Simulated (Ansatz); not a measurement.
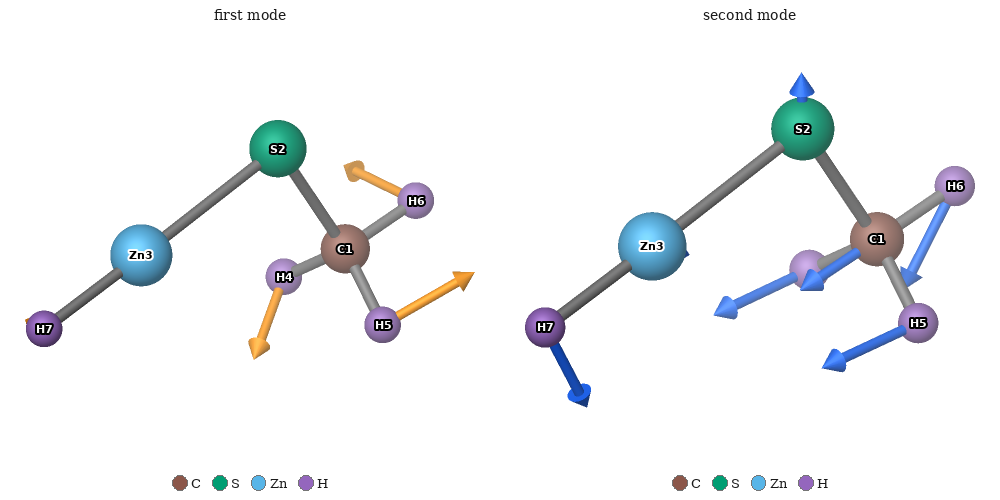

The system is CH4SZn, SMILES C[S][ZnH]; the picture shows the reference structure; its two panels give the patterns of the first and the second mode as arrows. First axis: normal mode 1 (92 cm⁻¹). Second axis: normal mode 2 (141 cm⁻¹). Nothing is relaxed (straight displacements along the two mass-weighted modes). The scan uses a 9 × 9 grid. All energies are given in kcal/mol relative to the lowest grid point. Level of theory: RKS PBE0-D4/def2-TZVP (Ansatz).

Its coordinates:

```xyz
7

C    -0.9210    0.6097   -0.2826
S    -0.1814    0.0382    1.2847
Zn    1.5704   -1.0474    0.6067
H    -1.2186   -0.2238   -0.9172
H    -0.2499    1.2700   -0.8301
H    -1.8145    1.1736   -0.0148
H     2.8151   -1.8204    0.1533
```

Range: normal mode 1 (92 cm⁻¹) from −0.76 to 0.76 amu½·Å; normal mode 2 (141 cm⁻¹) from −1.74 to 1.74 amu½·Å.

> What will the energy surface look like?

The lowest grid point is at normal mode 1 (92 cm⁻¹) = 0.00 amu½·Å, normal mode 2 (141 cm⁻¹) = 0.00 amu½·Å. It is the only kind of minimum in the scanned range. The highest grid point, normal mode 1 (92 cm⁻¹) = −0.76 amu½·Å, normal mode 2 (141 cm⁻¹) = −1.74 amu½·Å, lies 13.3 kcal/mol above the lowest.

| normal mode 2 (141 cm⁻¹) ↓, normal mode 1 (92 cm⁻¹) → | −0.76 | −0.57 | −0.38 | −0.19 | 0.00 | 0.19 | 0.38 | 0.57 | 0.76 |
| --- | --- | --- | --- | --- | --- | --- | --- | --- | --- |
| 1.74 | 12.8 | 7.4 | 4.7 | 3.6 | 3.4 | 3.6 | 4.7 | 7.4 | 12.8 |
| 1.30 | 10.2 | 5.1 | 2.7 | 1.9 | 1.7 | 1.9 | 2.7 | 5.1 | 10.2 |
| 0.87 | 8.4 | 3.6 | 1.5 | 0.8 | 0.7 | 0.8 | 1.5 | 3.6 | 8.4 |
| 0.43 | 7.4 | 2.8 | 0.8 | 0.2 | 0.2 | 0.2 | 0.8 | 2.8 | 7.4 |
| 0.00 | 7.1 | 2.5 | 0.6 | 0.0 | 0.0 | 0.0 | 0.6 | 2.5 | 7.1 |
| −0.43 | 7.5 | 2.8 | 0.8 | 0.2 | 0.2 | 0.2 | 0.8 | 2.8 | 7.5 |
| −0.87 | 8.5 | 3.7 | 1.5 | 0.8 | 0.7 | 0.8 | 1.5 | 3.7 | 8.5 |
| −1.30 | 10.4 | 5.3 | 2.8 | 1.9 | 1.8 | 1.9 | 2.8 | 5.3 | 10.4 |
| −1.74 | 13.3 | 7.8 | 4.9 | 3.8 | 3.5 | 3.8 | 4.9 | 7.7 | 13.3 |

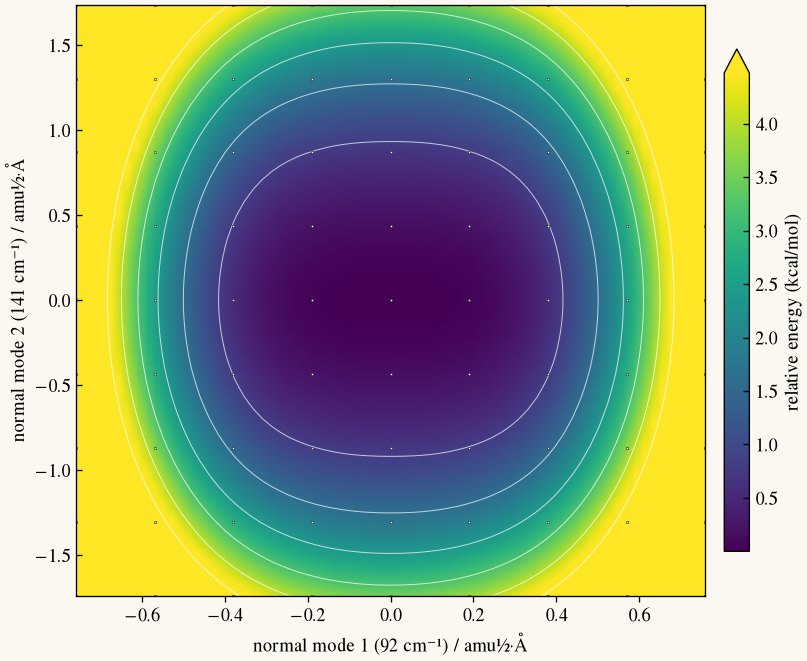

In the figure: a smooth colour map with a few white contour lines, dots at the grid points, one colour for all values above the top of the scale. Between grid points the surface is interpolated.

The whole map (81 points run) took 10 min on 1 thread of Arm Neoverse V2, on a shared host.
